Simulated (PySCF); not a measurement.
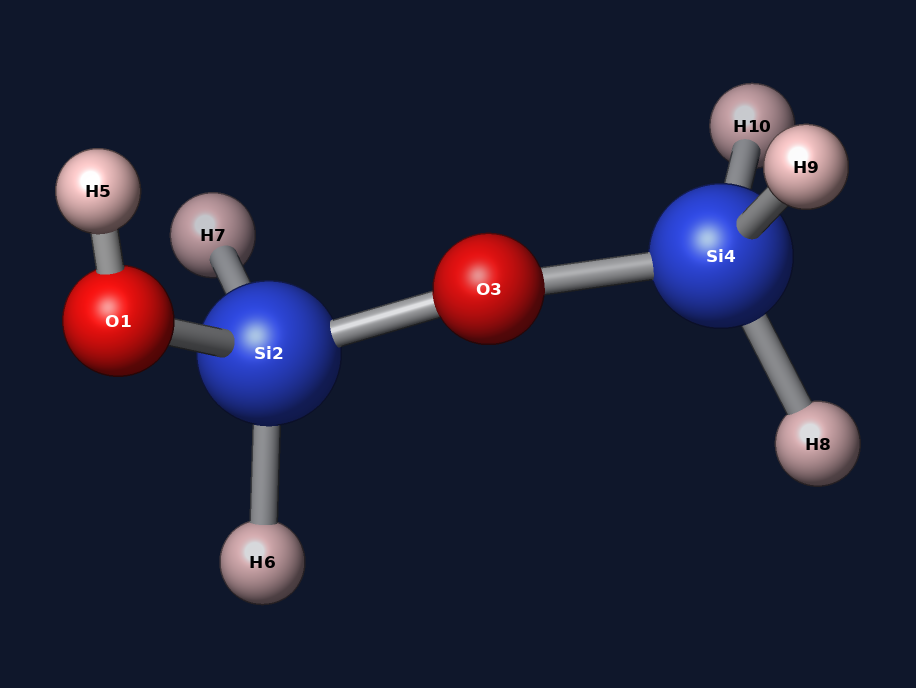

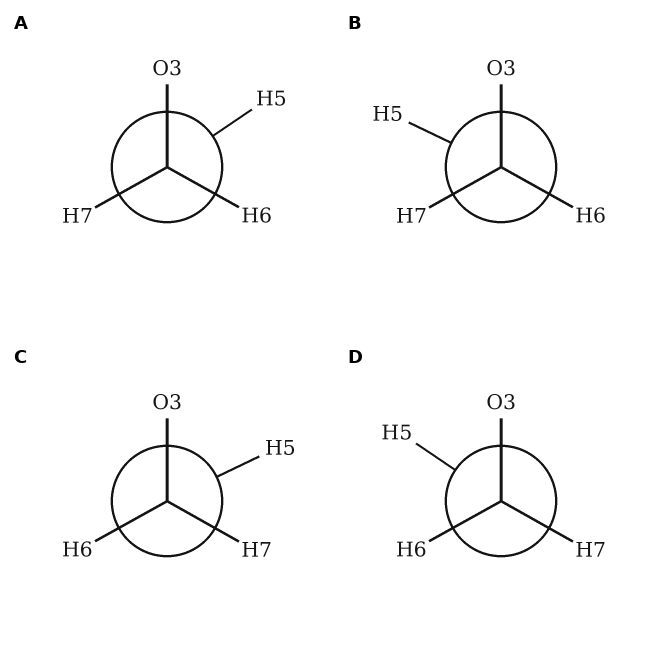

Depth is shown by fading: the farther an atom, the more it takes the colour of the background. Bonds that would overlap in a projection are set slightly apart. The computed structure is the end point of a PBE0-D3(BJ)/def2-SVP optimisation. No frequency run is at hand to confirm it as a minimum.

Q: Which Newman projection shows the view along Si2–O1, with Si2 in front?

A: C. The torsion angle O3–Si2–O1–H5 is 64°, synclinal (gauche).
